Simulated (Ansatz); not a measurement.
**Alloy series in Hf**

The parent structure is Hf in the hcp (Mg type) structure (space group P6_3/mmc, No. 194; a = 3.1979 Å, c = 5.0473 Å).

The other end (x = 1) is W in the hcp (Mg type) structure (space group P6_3/mmc, No. 194; a model cell, its experimental status unchecked): 16.30 Å³/atom, gap zero; this end may not be an ambient phase.

W replaces a fraction x of Hf; each row is one arrangement (x, atoms in the cell, starting space group or random), fully relaxed.

The values are results of DFT with r2SCAN, PAW potentials and a 500 eV plane-wave cutoff in Ansatz (a quantum-chemistry and plane-wave program), without spin-orbit coupling, not measurements.

Notes on the quantities. deviation of the volume from the linear: Vegard-type) interpolation.

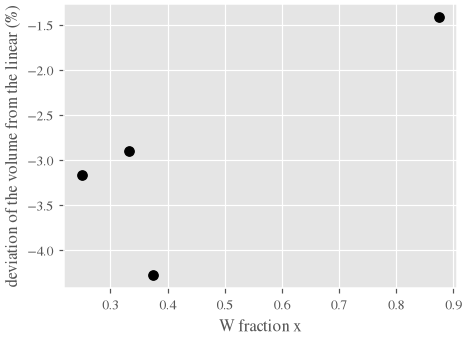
Figure. Deviation of the volume from the linear against W fraction x

```tsv
W fraction x	deviation of the volume from the linear
x(W) = 0.25, 8 atoms, Pmmn	-3.2 %
x(W) = 0.333, 6 atoms, P-62m	-2.9 %
x(W) = 0.375, 8 atoms, Pmm2	-4.3 %
x(W) = 0.875, 8 atoms, P-6m2	-1.4 %
```

These are small ordered cells, not random alloys; other orderings at the same x differ. No phonon test of stability was made. All final runs are without spin polarisation. Under x(W) = 0.25, 8 atoms, Pmmn and x(W) = 0.375, 8 atoms, Pmm2 the cell changed shape so far that it is another structure. This is not the structure that W has at room temperature and ambient pressure.
